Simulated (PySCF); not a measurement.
**C3H9O, charge +1, SMILES `C[O+](C)C`: what the electrons do**

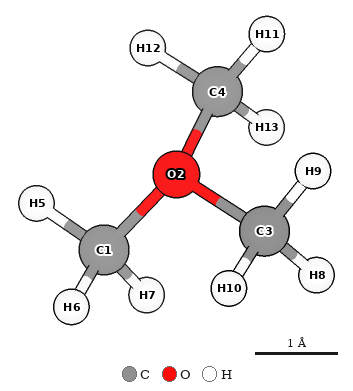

The molecule, with its atoms numbered as below. No frequency check shows the geometry to be a minimum.

Geometry (Å), atoms numbered from 1:

```
C1      -1.3446   -0.3046    0.0749
O2       0.0001   -0.0001   -0.3554
C3       0.4084    1.3168    0.0749
C4       0.9361   -1.0121    0.0749
H5      -1.6230   -1.2759   -0.3326
H6      -2.0144    0.4519   -0.3326
H7      -1.4237   -0.3218    1.1639
H8       0.4331    1.3939    1.1639
H9       1.3985    1.5186   -0.3326
H10     -0.2935    2.0435   -0.3326
H11      1.9164   -0.7675   -0.3326
H12      0.6158   -1.9704   -0.3326
H13      0.9906   -1.0720    1.1639
```

## 1. Bonding charge

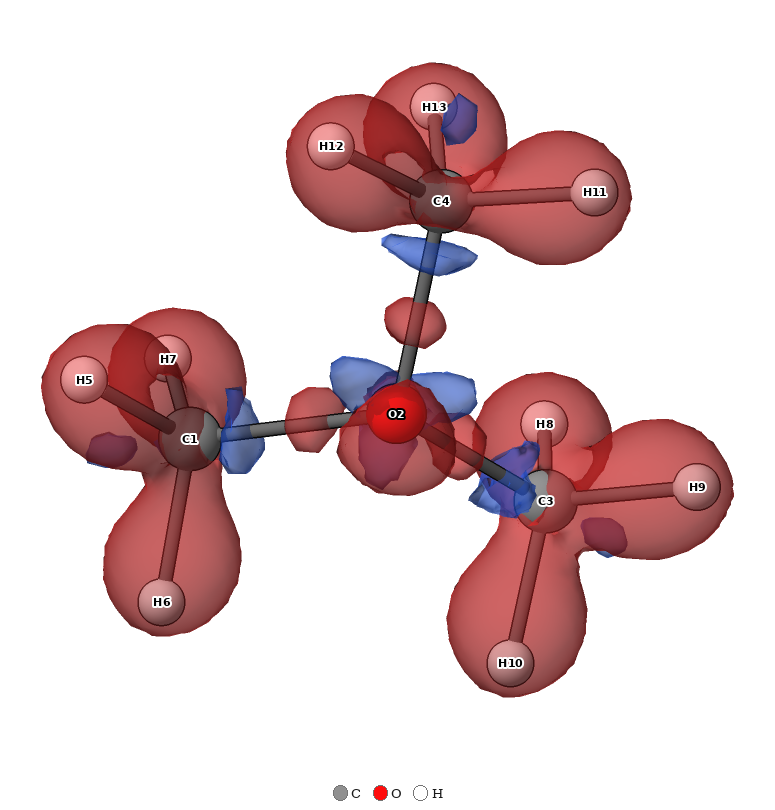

Deformation density (molecule less spherical, spin-averaged free atoms at the same positions), surfaces at ±0.2 e/Å³; red: gain, blue: loss.

Computed with PySCF, PBE0/6-311+G**, geometry: GFN2-xTB.

**How much density has each bond gained at its critical point, relative to the free atoms?**

C1–H5, C3–H10, C4–H11, C1–H6 and 2 more like them: +0.78 e/Å³ at the bond critical point (bond length 1.09 Å). C1–H7, C3–H8 and C4–H13: +0.77 e/Å³ at the bond critical point (bond length 1.09 Å). O2–C4, C1–O2 and O2–C3: −0.16 e/Å³ at the bond critical point (bond length 1.44 Å); up to 0.6 Å beside the axis the gain reaches +0.33 e/Å³. In all, 2.6 electrons gather in the regions of gain relative to the promolecule of neutral atoms (the regions of loss give up this much and the cation's charge besides). A small or negative value marks a very polar bond, one between electron-rich atoms, whose free-atom densities already overlap strongly, a long bond to a heavier atom, or a closed-shell contact such as a hydrogen bond.

**Where do the Hirshfeld charges lie?**

The highest Hirshfeld charge is on H5, H6, H9, H10, H11 and H12 (+0.10 e), the lowest on C1, C3 and C4 (+0.03 e).

| atom | charge (e) |
| --- | --- |
| C1 | +0.03 |
| O2 | +0.09 |
| C3 | +0.03 |
| C4 | +0.03 |
| H5 | +0.10 |
| H6 | +0.10 |
| H7 | +0.09 |
| H8 | +0.09 |
| H9 | +0.10 |
| H10 | +0.10 |
| H11 | +0.10 |
| H12 | +0.10 |
| H13 | +0.09 |

## 2. Bond critical points

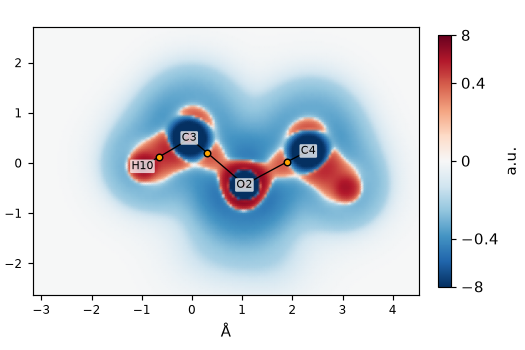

Negative Laplacian of the density (−∇²ρ) in the plane of O2, C3, C4 and H10 (red positive, blue negative, colour scale in a.u., logarithmic beyond ±0.04), with bond paths and bond critical points (dots).

**At which bond critical points in this plane is charge locally concentrated, and at which depleted?**

Concentrated (∇²ρ < 0): C3–H10 (−1.02 a.u.). Depleted (∇²ρ > 0): O2–C4 and O2–C3 (+0.05 a.u., H = −0.284). A positive Laplacian with clearly negative H marks a strongly polar covalent bond, whose critical point lies close to the core of the less electronegative atom.

**Where along O2–C4 does the critical point lie?**

0.97 Å from O2 and 0.47 Å from C4.

## 3. Local ionisation energy

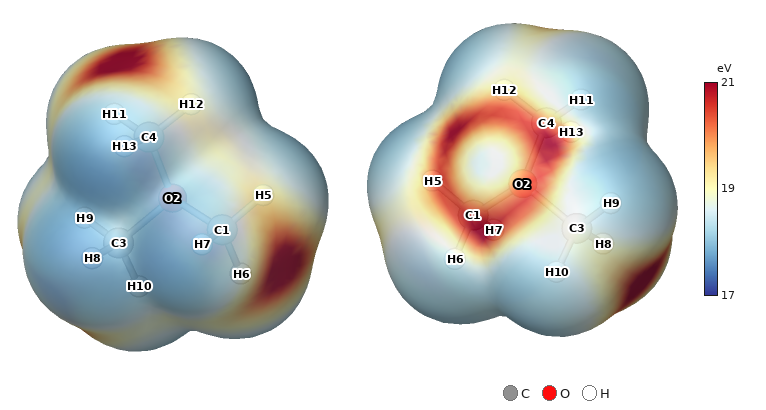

Average local ionisation energy on the surface of electron density 0.001 a.u. (back view left, front view right).

**Locate the minima of the map.**

The lowest value is 17.7 eV, 1.3 Å from H13, and at like points elsewhere. For comparison, the highest occupied orbital lies at −15.5 eV.

## 4. Localised orbitals

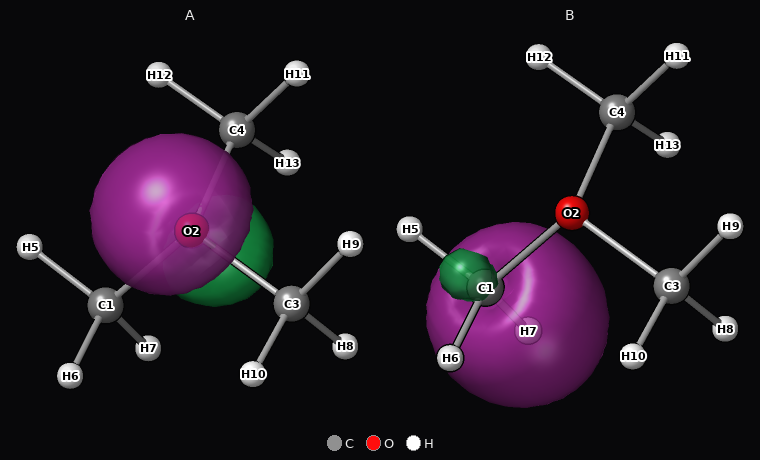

Intrinsic bond orbitals (IBO), occupied; each surface holds about 85 % of the orbital's density. Energies are diagonal elements of the Fock matrix.

Level of theory: HF/aug-cc-pVDZ (PySCF), at a geometry from GFN2-xTB.

**Identify each orbital.**

By panel:
- A: lone pair on O2 (sp4.6-type) (O2 98 %; −25.1 eV)
- B: σ bond C1–H7 (C1 59 %, H7 41 %; −24.6 eV)

**How do all the valence pairs divide up?**

13 pairs: 12 σ bonds and 1 lone pair.

The PySCF runs shown took 9.7 s and 2.6 s on 1 thread of Intel(R) Xeon(R) 6975P-C (Granite Rapids) (shared host).
